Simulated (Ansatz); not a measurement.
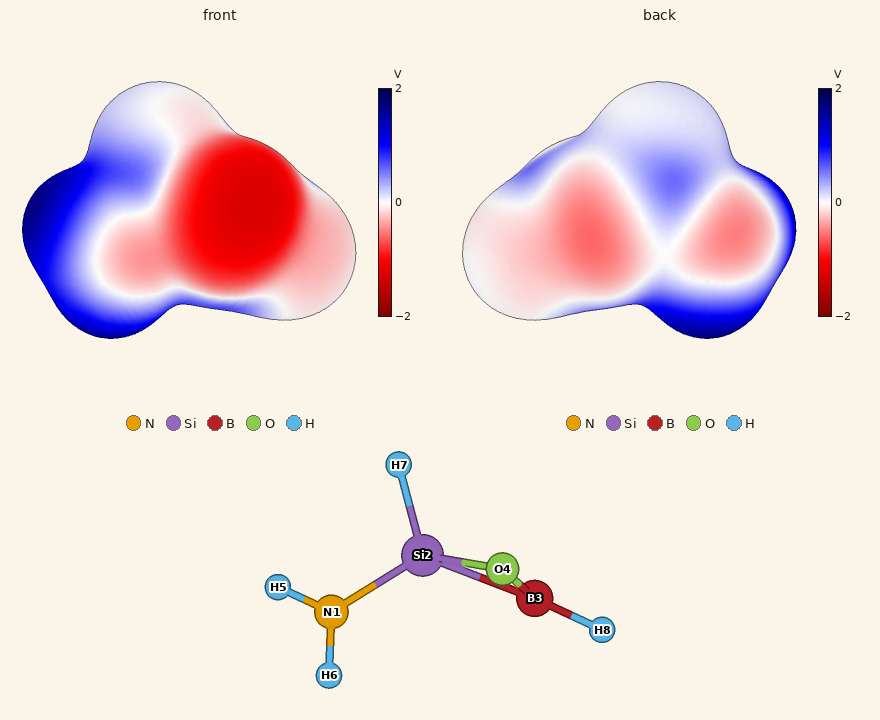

BH4NOSi (SMILES N[SiH]1BO1). The molecular electrostatic potential painted on the density surface at 0.001 e/bohr³, seen from the front and from behind; red is negative and blue positive. The bare structure is drawn below in the same view.

Geometry: PBE0-D4/def2-TZVP.

These are results of RKS PBE0-D4/def2-TZVPP (Ansatz), not measurements.

Input file:

```
crystal:
  periodic: [false, false, false]
  atoms:
    - {symbol: N, position_ang: [-0.994905, 1.113000, 0.227217]}
    - {symbol: Si, position_ang: [0.459573, 0.251172, 0.136415]}
    - {symbol: B, position_ang: [0.785688, -1.320883, -0.859131]}
    - {symbol: O, position_ang: [0.439798, -1.473508, 0.434157]}
    - {symbol: H, position_ang: [-1.260651, 1.645899, 1.038180]}
    - {symbol: H, position_ang: [-1.755249, 0.977169, -0.416225]}
    - {symbol: H, position_ang: [1.402431, 0.889136, 1.078515]}
    - {symbol: H, position_ang: [1.015617, -2.139186, -1.694928]}
basis:
  gaussian: {orbitals: def2-TZVPP}
hamiltonian: {xc: pbe0, dispersion: d4}
output: {orbitals: {seedname: orbitals}}
```

Launched as:

```sh
ansatz run in.yaml --threads 2 --pin off --events-out ev --progress --plain --max-ram 4352MiB
```

### Describe the electrostatic potential map.

The most negative region (about −1.3 V, or −30 kcal/mol for a unit charge) lies over O4, the most positive (about +1.6 V, or +37 kcal/mol for a unit charge) over H5 and H6. O4 is the likeliest acceptor of a hydrogen bond.
